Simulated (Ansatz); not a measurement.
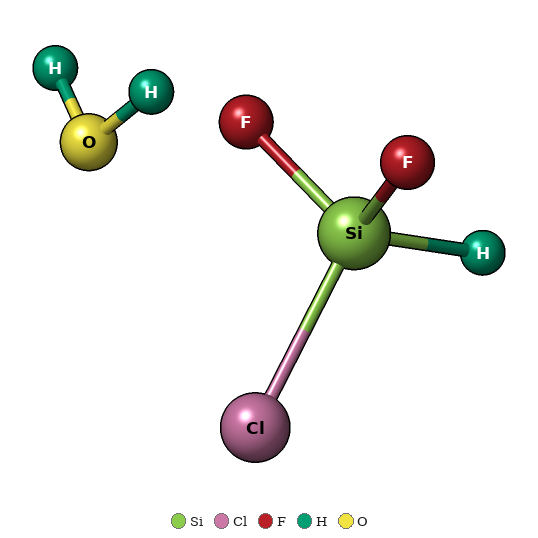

Sticks follow a distance rule. Harmonic vibrations computed with RKS PBE0-D4/def2-TZVP (Ansatz 0.2.0) at a stationary point of the same level.

Minimum or transition state?

Answer. A minimum: no imaginary frequency, and the lowest mode lies at 62 cm⁻¹.

How many vibrational modes are there, and where do they lie?

Answer. 18 modes: 62, 77, 94, 105, 192, 201, 255, 268, 367, 582, 839, 842, 896, 974, 1627, 2328, 3845, 3951 cm⁻¹.
